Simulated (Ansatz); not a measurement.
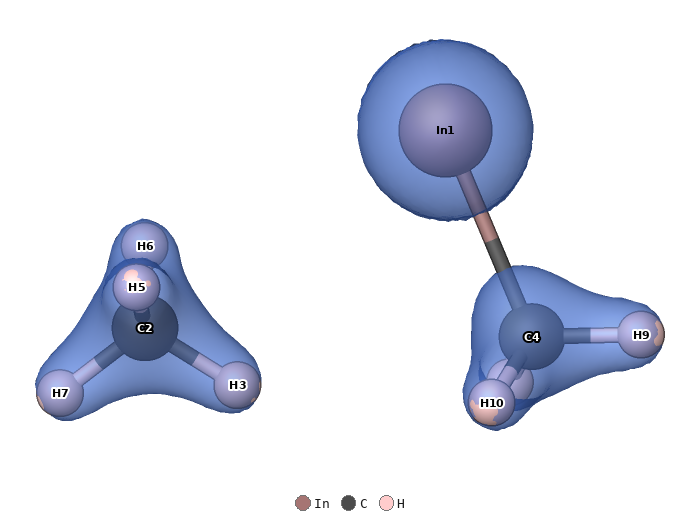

The picture shows: CH$_{3}$In···CH$_{4}$. Isosurface of the electron density at 1 e/Å³ (blue), seen across its widest extent.

The product side of a reaction path; geometry: PBE0-D4/def2-TZVP; core potentials replace the inner electrons of In.

Computed with RKS PBE0-D4/def2-TZVPP in Ansatz.

```xyz
10

In    0.8269   -0.1463    2.0760
C     0.5789    1.3356   -1.2214
H    -0.0022    0.4207   -1.1040
C    -0.7246   -1.4606    1.1347
H     0.2026    2.1022   -0.5431
H     1.6297    1.1411   -1.0030
H     0.4875    1.6902   -2.2479
H    -0.3256   -1.9853    0.2592
H    -1.0795   -2.2186    1.8420
H    -1.5940   -0.8790    0.8076
```

### Which contacts does the surface bridge?

At this value the surface falls into three separate pieces. It bridges the sampled C–H (1.09 Å) contacts, where the density stays above the isovalue. It is pinched off along the sampled C···In (3.62 Å) and C–In (2.24 Å) contacts. On the grid the lowest density along these lines, outside the cores, is 0.03 e/Å³ (C···In, 3.62 Å), 0.58 e/Å³ (C–In, 2.24 Å) and 1.9 e/Å³ (C–H, 1.09 Å).
